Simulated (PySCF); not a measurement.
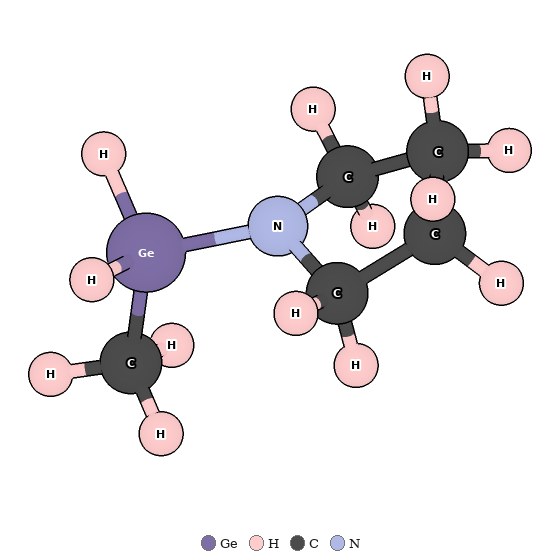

Structure of C₅H₁₃GeN, singlet.

Vertical TDDFT excitations, B3LYP/def2-SVPD in PySCF 2.14.0, at a PBE0-D3(BJ)/def2-SVP geometry (no frequency check), gas phase.

Where does it absorb, and how strongly?

The lowest singlet lies at 5.11 eV (243 nm, f = 0.028); the brightest of the first 15 is S7 at 6.63 eV (187 nm), f = 0.044, mainly HOMO → LUMO+5 (83 %). No singlet lies below 3.1 eV (beyond 400 nm), so at this level no vertical transition falls in the visible.


| state | E (eV) | λ (nm) | f | main character |
| --- | --- | --- | --- | --- |
| S1 | 5.11 | 243 | 0.028 | HOMO → LUMO (95 %) |
| S2 | 5.49 | 226 | 0.005 | HOMO → LUMO+1 (94 %) |
| S3 | 5.79 | 214 | 0.016 | HOMO → LUMO+2 (97 %) |
| S4 | 6.09 | 204 | 0.008 | HOMO → LUMO+3 (96 %) |
| S5 | 6.19 | 200 | 0.004 | HOMO → LUMO+4 (98 %) |
| S6 | 6.54 | 190 | 0.003 | HOMO → LUMO+6 (82 %) |
| S7 | 6.63 | 187 | 0.044 | HOMO → LUMO+5 (83 %) |
| S8 | 6.79 | 183 | 0.034 | HOMO → LUMO+7 (90 %) |
| S9 | 6.98 | 178 | 0.005 | HOMO → LUMO+8 (92 %) |
| S10 | 7.02 | 177 | 0.036 | HOMO → LUMO+9 (94 %) |
| S11 | 7.46 | 166 | 0.022 | HOMO → LUMO+10 (93 %) |
| S12 | 7.52 | 165 | 0.003 | HOMO → LUMO+11 (94 %) |
| S13 | 7.73 | 160 | 0.023 | HOMO → LUMO+12 (94 %) |
| S14 | 7.89 | 157 | 0.014 | HOMO → LUMO+13 (96 %) |
| S15 | 8.03 | 154 | 0.007 | HOMO−1 → LUMO (73 %) |

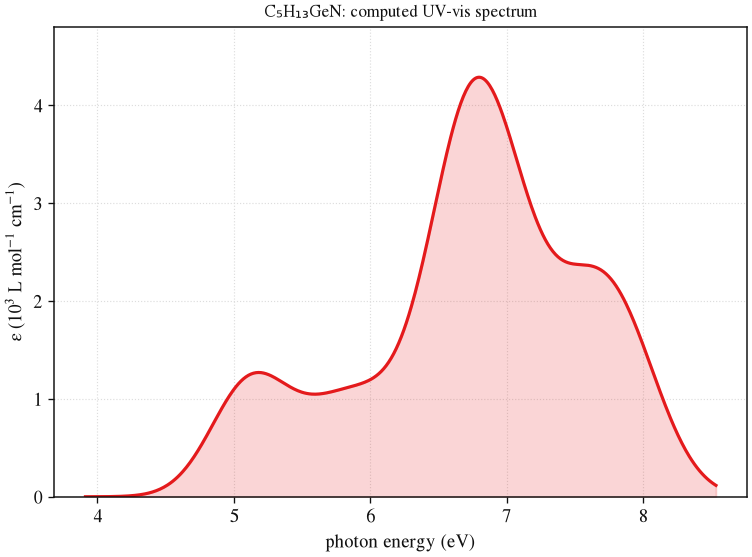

The lowest 15 singlet states are shown; each is broadened by a Gaussian of 1/e half-width 0.40 eV.

Note: states above the negative HOMO energy depend on the basis; one conformer of a flexible molecule; core orbitals are frozen in the response.
